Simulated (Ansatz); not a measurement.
## AlN, response to strain

Take AlN in the wurtzite structure (space group P6_3mc, No. 186; a = 3.114 Å, c = 4.983 Å) as the base. Axes: x lies along a and z along c of the hexagonal cell.

Strains are applied to the cell and any free atomic positions relax; under biaxial strain the out-of-plane vector relaxes too.

Calculations: PBEsol (Ansatz, an electronic-structure program, PAW, spin-orbit coupling left out).

Notes on the quantities. pressure: mean of the normal stresses, compression positive.

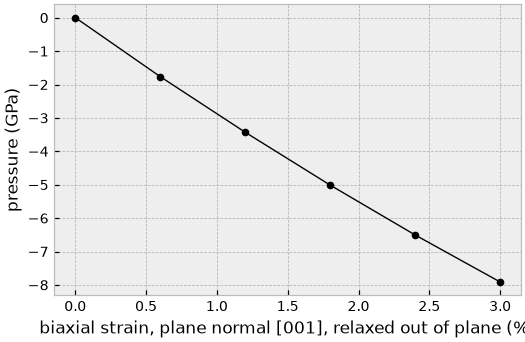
Pressure against biaxial strain, plane normal [001], relaxed out of plane

### Question
From the plot, what is the pressure for biaxial strain +1.80 %, plane normal [001], relaxed out of plane?

### Answer
About -5.0 GPa.

### Question
Is the trend monotonic over the range shown?

### Answer
Yes, it falls throughout, spanning -7.91 GPa to 0.01 GPa.

Whether these cells are dynamically stable was not tested.
